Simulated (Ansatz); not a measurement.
```tsv
atom	x (Å)	y (Å)	z (Å)
B	-0.3268	-0.8677	-0.0082
B	1.1598	-0.2210	-0.0411
Sb	-0.8330	1.0887	0.0493
```

Geometry: PBE-D4/def2-TZVP; core potentials replace the inner electrons of Sb.

Computed with UKS PBE0-D4/def2-TZVP (Ansatz 0.2.0).

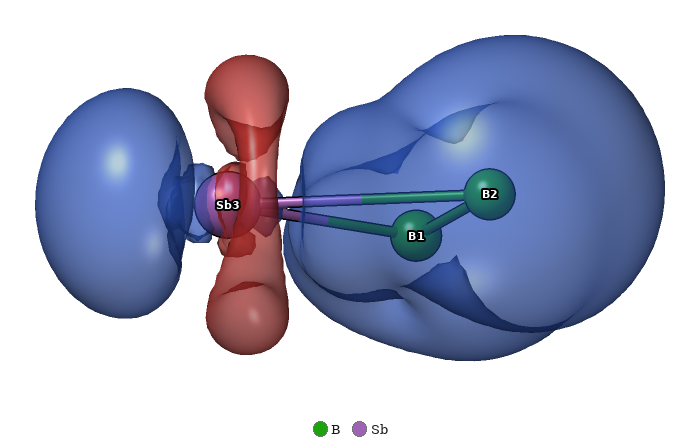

B$_{2}$Sb (charge +1, triplet). Isosurfaces of the spin density (α minus β) at +0.02 (blue) and −0.02 e/Å³ (red), seen from one side.

### Where is the unpaired spin?

The unpaired spin (2 electrons) lies mostly on B2 (about 1.2), B1 (about 0.6) and Sb3 (about 0.3), in electrons by Hirshfeld's partition.
